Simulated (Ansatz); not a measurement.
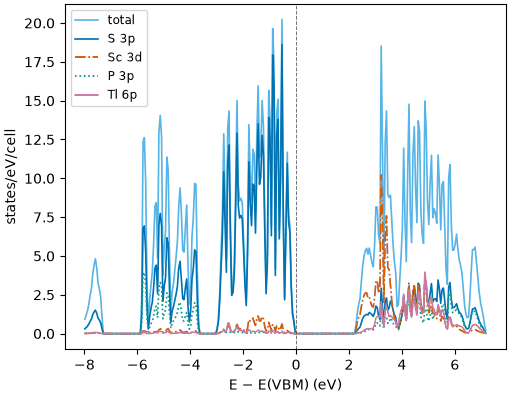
Figure: Total and projected density of states of ScTlP2S7 in space group C2 (No. 5; Pearson symbol mS22), r²SCAN+D4 in the plane-wave PAW code Ansatz

Question: Which orbitals carry the states next to the gap?

Answer: Top 1 eV of the valence band: S 3p 92 %. Bottom 1 eV of the conduction band: Sc 3d 45 %, S 3p 22 %, P 3s 11 %, Tl 6p 9 %, P 3p 5 %, outside the projected shells 6 %. Projections are on Löwdin-orthogonalised atomic valence shells; empty p or d shells of many metals are not among them.

Question: Where is the tallest occupied peak in this window, and what makes it?

Answer: Near -0.5 eV, about 20 states/eV per cell; the largest projected share is S 3p.

The first step of the workflow began from a Materials Project structure, measured or hypothetical; the Crystallography Open Database copy checked does not list it. Whether it is the stable phase at ambient conditions was not checked. Symmetry was held in the r²SCAN+D4 relaxation; its stability against distortions is not shown here. The run is not spin-polarised. Scalar-relativistic: spin–orbit coupling is off unless named, which matters more the heavier the elements.

Potentials: the later of the program's two PAW sets.
